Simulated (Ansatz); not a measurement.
## Molecular dynamics of SiPH₆OF (part 3 of 3)

SiPH₆OF; RKS PBE0-D4/6-31G* (Ansatz 0.2.0). It belongs to a series of runs on one base structure; here: dynamics from the highest image of the converged band.

Geometry of the input (Å):
```
Si 0.0350  -0.1376  0.0807
H  0.0368  0.2135  1.7490
F  1.4131  0.2983  -0.6119
H  -0.7729  1.0962  -0.0200
O  -1.0263  -1.2222  -0.5340
H  -0.7185  -2.1390  -0.5268
P  1.5536  -2.1056  1.1128
H  0.5386  -3.1048  1.1454
H  1.9216  -2.3350  -0.2383
H  0.5726  -0.5812  1.6122
```

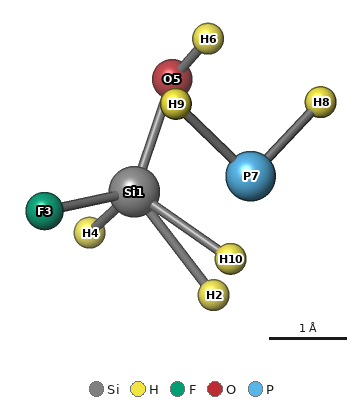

Figure 1. The geometry at step 0 of the log (ball-and-stick view, seen at a tilt; atoms are numbered from 1 in the order of the input).

### What the program printed, continued
```
md step   191: t =    95.50 fs  T =  1649.6 K  F+E_penalty+E_count = -22015.87224016 eV  E_kin = 1.705813 eV  conserved = -22014.16642760 eV  (29 SCF iters, 3 dispersion substeps)
md step   192: t =    96.00 fs  T =  1642.4 K  F+E_penalty+E_count = -22015.86468491 eV  E_kin = 1.698323 eV  conserved = -22014.16636180 eV  (29 SCF iters, 3 dispersion substeps)
md step   193: t =    96.50 fs  T =  1630.7 K  F+E_penalty+E_count = -22015.85242617 eV  E_kin = 1.686321 eV  conserved = -22014.16610544 eV  (29 SCF iters, 3 dispersion substeps)
md step   194: t =    97.00 fs  T =  1618.4 K  F+E_penalty+E_count = -22015.83937717 eV  E_kin = 1.673592 eV  conserved = -22014.16578563 eV  (27 SCF iters, 3 dispersion substeps)
md step   195: t =    97.50 fs  T =  1610.1 K  F+E_penalty+E_count = -22015.83049742 eV  E_kin = 1.664978 eV  conserved = -22014.16551966 eV  (30 SCF iters, 3 dispersion substeps)
md step   196: t =    98.00 fs  T =  1609.7 K  F+E_penalty+E_count = -22015.82992977 eV  E_kin = 1.664544 eV  conserved = -22014.16538621 eV  (24 SCF iters, 3 dispersion substeps)
md step   197: t =    98.50 fs  T =  1619.1 K  F+E_penalty+E_count = -22015.83973680 eV  E_kin = 1.674323 eV  conserved = -22014.16541426 eV  (24 SCF iters, 3 dispersion substeps)
md step   198: t =    99.00 fs  T =  1638.0 K  F+E_penalty+E_count = -22015.85944032 eV  E_kin = 1.693861 eV  conserved = -22014.16557928 eV  (30 SCF iters, 3 dispersion substeps)
these checks for a lower state are left out or cut short: starts, cluster_reference, orbital_swaps, neighbouring_geometries, increment
822 factors; integrals over basis functions are off by at most 1.2e-3 eV
mean field -22015.74729902 eV, -809.0637904295 hartree, gradient 1.4e-5 eV, S^2 0.000000; 0 other end points of the search recorded, 0 dependent functions left out
the calculation of the forces begins
reference -22015.74733400 eV, -809.0637917150 hartree; 26, 26 occupied and 54, 54 virtual orbitals, 822 factors
822 factors; integrals over basis functions are off by at most 1.2e-3 eV
mean field -22015.74729902 eV, -809.0637904295 hartree, gradient 1.4e-5 eV, S^2 0.000000; 1 other end points of the search recorded, 0 dependent functions left out
the calculation of the forces begins
reference -22015.74733400 eV, -809.0637917150 hartree; 26, 26 occupied and 54, 54 virtual orbitals, 822 factors
md step   199: t =    99.50 fs  T =  1663.9 K  F+E_penalty+E_count = -22015.88643611 eV  E_kin = 1.720633 eV  conserved = -22014.16580340 eV  (26 SCF iters, 3 dispersion substeps)
```

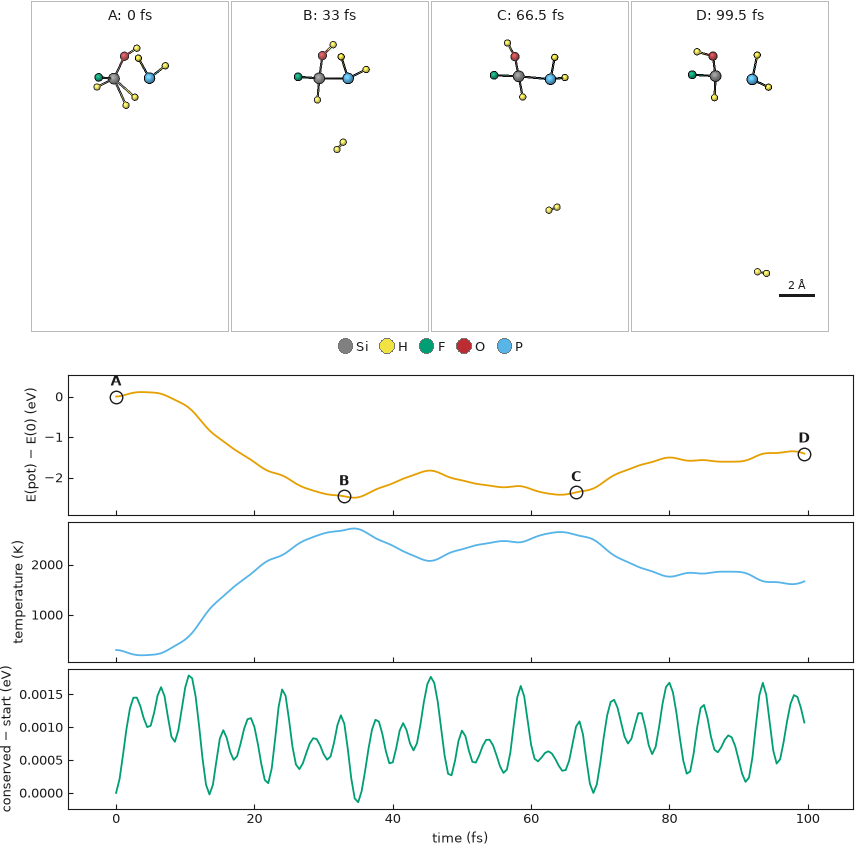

Figure 2. Frames of the molecular dynamics (ball-and-stick, seen at a tilt) above the curves, on which the letters mark them. The trajectory kept here has 200 frames over 99.5 fs. The temperature starts at 300 K, ranges from 195 to 2717 K and averages 2109 K over the second half. The potential energy ends 1.409 eV below its first value. The conserved quantity stays within 0.0019 eV. After an unweighted best fit of the last frame on the first, the root-mean-square displacement is 4.27 Å, and H10 has moved furthest (8.59 Å).

```
Total energy: -22015.88647110 eV, -809.0689049089 hartree
Atom 0 at     0.218441    -0.513843    -0.122091 Å, force     0.311591    -1.543649     3.826981 eV/Å
Atom 1 at    -1.994170     4.870032    10.517471 Å, force     0.010415    -0.009089     0.007575 eV/Å
Atom 2 at     1.021916     0.399143    -1.057457 Å, force     2.567366     1.814605    -1.802726 eV/Å
Atom 3 at    -0.378381     0.395079     0.875779 Å, force     0.215079    -0.011706     0.616383 eV/Å
Atom 4 at    -1.007031    -0.923444    -1.050110 Å, force    -1.879288    -1.241137    -1.545436 eV/Å
Atom 5 at    -1.209440    -0.320185    -1.791121 Å, force     0.227485    -0.462847     0.455268 eV/Å
Atom 6 at     1.768285    -2.314545     1.209983 Å, force    -2.422807     0.922850    -1.113306 eV/Å
Atom 7 at     0.706840    -2.630414     2.206818 Å, force     0.738483     0.299946    -0.899189 eV/Å
Atom 8 at     1.316678    -3.345548     0.292516 Å, force     0.242097     0.221949     0.462040 eV/Å
Atom 9 at    -1.502025     4.441114    10.874018 Å, force    -0.010421     0.009079    -0.007590 eV/Å
Dipole moment:    -0.253609     0.050235    -0.168774 e Å
```

### Trajectory as extended XYZ (Å, eV, eV/Å), 10 of the 200 frames kept, from step=0 to step=199
```
10
Properties=species:S:1:pos:R:3:forces:R:3 step=0 time_fs=0.0 energy=-22014.47710 temperature=300.0
Si    0.0350   -0.1376    0.0807   -0.0173  -0.0089  -0.0029
H     0.0368    0.2135    1.7490   -0.0027   0.0051   0.0177
F     1.4131    0.2983   -0.6119    0.0192   0.0015  -0.0050
H    -0.7729    1.0962   -0.0200   -0.0041   0.0022  -0.0005
O    -1.0263   -1.2222   -0.5340    0.0201   0.0013   0.0185
H    -0.7185   -2.1390   -0.5268   -0.0137  -0.0100  -0.0178
P     1.5536   -2.1056    1.1128    0.0022  -0.0050  -0.0151
H     0.5386   -3.1048    1.1454    0.0034   0.0089   0.0005
H     1.9216   -2.3350   -0.2383   -0.0044  -0.0010   0.0108
H     0.5726   -0.5812    1.6122   -0.0026   0.0059  -0.0060
10
Properties=species:S:1:pos:R:3:forces:R:3 step=22 time_fs=11.0 energy=-22014.82786 temperature=640.9
Si    0.0310   -0.1525    0.0697    2.0457  -1.9596   0.6554
H     0.0845    0.2536    2.1978   -0.3726   0.6796   0.6212
F     1.4005    0.2687   -0.6121    0.5523   0.5604  -0.8832
H    -0.6133    1.1599    0.1494   -0.4425  -0.1158   0.4705
O    -1.0114   -1.2079   -0.5548   -0.7866  -1.4210  -0.8338
H    -0.6939   -2.1537   -0.5492   -0.4031   1.4369   0.0416
P     1.5541   -2.0928    1.1040    0.1844   1.9259  -0.2630
H     0.6281   -3.1024    1.1854   -0.9589  -0.9734   0.0189
H     1.8341   -2.2963   -0.2519    0.2695  -0.4065  -0.4524
H     0.4377   -0.3573    1.9030   -0.0882   0.2735   0.6248
10
Properties=species:S:1:pos:R:3:forces:R:3 step=44 time_fs=22.0 energy=-22016.31660 temperature=2079.0
Si    0.0904   -0.2333    0.0903    0.8559  -2.5646   1.0204
H    -0.1719    0.8026    3.0570    0.0474  -0.0619   0.0986
F     1.4138    0.2714   -0.6605   -0.3623   0.7509  -0.7314
H    -0.6844    0.8834    0.6819    0.3827  -0.0047  -0.1204
O    -1.0593   -1.1949   -0.6238    0.3199   0.6151  -0.2434
H    -0.7038   -2.0918   -0.5739   -0.2380  -0.1960  -0.2816
P     1.5359   -2.0503    1.0756   -0.6649   1.2380   0.0927
H     0.5997   -3.0997    1.1863   -0.4260  -0.0961   0.2443
H     1.8706   -2.4999   -0.2251    0.0880   0.2518  -0.2621
H     0.1812    0.1936    2.8129   -0.0027   0.0674   0.1829
10
Properties=species:S:1:pos:R:3:forces:R:3 step=66 time_fs=33.0 energy=-22016.94181 temperature=2684.5
Si    0.1900   -0.4102    0.1431    0.2288  -0.3643  -0.9937
H    -0.4407    1.3995    4.1101   -0.0250   0.0349   0.0090
F     1.4021    0.3129   -0.7475   -1.7240  -0.3381   0.5712
H    -0.4242    0.5456    1.1280    0.2339  -0.1192  -0.5409
O    -1.0898   -1.1462   -0.7104    0.8508   2.4571   0.8430
H    -0.9454   -2.0637   -0.8574    0.3001  -1.3312  -0.3450
P     1.4889   -1.9742    1.0446   -0.3756  -0.8434   0.4693
H     0.4178   -2.9471    1.3318    0.7929   0.5301  -0.3512
H     1.9119   -2.4917   -0.2310   -0.3114   0.0146   0.3532
H    -0.0562    0.7838    3.9546    0.0295  -0.0407  -0.0149
10
Properties=species:S:1:pos:R:3:forces:R:3 step=88 time_fs=44.0 energy=-22016.35433 temperature=2116.4
Si    0.2929   -0.5944    0.1437   -2.8911   4.9965  -3.4616
H    -0.7068    1.9883    5.1710    0.0218  -0.0338  -0.0053
F     1.2965    0.3355   -0.8059   -0.8848  -0.9845   0.6609
H    -0.1049    0.3242    1.2424   -0.5492   0.0189  -0.2132
O    -1.0504   -1.0353   -0.7582    0.4301  -0.2484   0.2896
H    -1.1111   -1.8746   -1.2560    0.3473   0.6387   0.4380
P     1.4570   -1.9163    1.0398    2.7355  -5.0822   1.9203
H     0.3530   -2.8429    1.3704    0.8136   0.6403  -0.1918
H     1.7994   -2.5772   -0.2055   -0.0024   0.0228   0.5623
H    -0.2876    1.3768    5.1039   -0.0207   0.0317   0.0007
10
Properties=species:S:1:pos:R:3:forces:R:3 step=111 time_fs=55.5 energy=-22016.71393 temperature=2463.5
Si    0.3034   -0.6104    0.0360   -0.7447   0.8534   3.0806
H    -0.9803    2.5942    6.2772   -0.0430   0.0563  -0.0024
F     1.1450    0.3184   -0.8425    2.4579   1.9612  -1.9595
H    -0.3012    0.1544    1.1387    0.0466   0.2539   0.3438
O    -0.9963   -0.9124   -0.7834   -2.7336  -2.1408  -2.6725
H    -0.9899   -1.4985   -1.5727   -0.0334   0.6007   0.7293
P     1.5307   -1.9953    1.1011    0.6365  -1.6326   0.2834
H     0.3671   -2.7463    1.4753    0.2257   0.1204   0.0906
H     1.8203   -2.8724    0.0111    0.1448  -0.0159   0.1048
H    -0.5328    2.0035    6.3020    0.0431  -0.0565   0.0019
10
Properties=species:S:1:pos:R:3:forces:R:3 step=133 time_fs=66.5 energy=-22016.84254 temperature=2588.5
Si    0.2617   -0.5629    0.0181   -0.1256  -0.6320  -0.0490
H    -1.2404    3.1709    7.3351    0.0399  -0.0480   0.0095
F     1.1149    0.3870   -0.9645    0.4126  -0.0298   0.3649
H    -0.3899    0.1112    1.1573    0.2550   0.2110   0.1986
O    -1.0847   -0.8886   -0.9122    0.2488  -0.2071   1.4580
H    -0.8959   -1.0761   -1.8172    0.1676  -0.3271  -1.2330
P     1.6398   -2.1359    1.1776    0.2668   2.0918  -0.7380
H     0.4958   -2.6704    1.7004   -1.0262  -0.7940   0.5150
H     1.9603   -3.1767    0.3023   -0.1991  -0.3127  -0.5163
H    -0.7685    2.6052    7.4474   -0.0398   0.0479  -0.0097
10
Properties=species:S:1:pos:R:3:forces:R:3 step=155 time_fs=77.5 energy=-22016.09391 temperature=1864.1
Si    0.2137   -0.5365    0.0136    0.6922   0.0397  -2.3146
H    -1.4948    3.7407    8.3944   -0.0188   0.0203  -0.0077
F     1.1205    0.4637   -1.0748   -1.3109  -1.8118   2.1263
H    -0.1779    0.2321    1.2482   -0.1438  -0.0781  -0.5251
O    -1.1589   -0.9055   -1.0405    1.9722   0.2434   2.3015
H    -0.8889   -0.6998   -1.9404    0.0974   0.0520  -0.3405
P     1.7267   -2.2417    1.2341   -0.6415   1.6099  -1.2423
H     0.6621   -2.8058    1.9333   -0.6166  -0.1073   0.4068
H     1.8122   -3.3805    0.4018   -0.0491   0.0521  -0.4119
H    -1.0099    3.2138    8.5912    0.0188  -0.0203   0.0076
10
Properties=species:S:1:pos:R:3:forces:R:3 step=177 time_fs=88.5 energy=-22016.08703 temperature=1857.7
Si    0.1950   -0.5157   -0.0764    1.1178  -0.2114   1.0211
H    -1.7467    4.3075    9.4546    0.0132  -0.0130   0.0075
F     1.0605    0.4427   -1.0715    0.1560  -0.5846   0.3089
H    -0.1611    0.4039    1.0491   -0.2277  -0.2581  -0.0979
O    -1.0966   -0.9048   -1.0549    0.6743   0.4840  -0.7541
H    -0.9533   -0.3927   -1.9039   -0.3593  -0.8640   1.1464
P     1.7717   -2.3029    1.2507   -1.8417   0.8642  -1.2913
H     0.7583   -2.8154    2.1816    0.3789   0.4037  -0.7135
H     1.5370   -3.3418    0.2766    0.1018   0.1662   0.3805
H    -1.2538    3.8253    9.7339   -0.0132   0.0130  -0.0076
10
Properties=species:S:1:pos:R:3:forces:R:3 step=199 time_fs=99.5 energy=-22015.88644 temperature=1663.9
Si    0.2184   -0.5138   -0.1221    0.3116  -1.5436   3.8270
H    -1.9942    4.8700   10.5175    0.0104  -0.0091   0.0076
F     1.0219    0.3991   -1.0575    2.5674   1.8146  -1.8027
H    -0.3784    0.3951    0.8758    0.2151  -0.0117   0.6164
O    -1.0070   -0.9234   -1.0501   -1.8793  -1.2411  -1.5454
H    -1.2094   -0.3202   -1.7911    0.2275  -0.4628   0.4553
P     1.7683   -2.3145    1.2100   -2.4228   0.9228  -1.1133
H     0.7068   -2.6304    2.2068    0.7385   0.2999  -0.8992
H     1.3167   -3.3455    0.2925    0.2421   0.2219   0.4620
H    -1.5020    4.4411   10.8740   -0.0104   0.0091  -0.0076
```
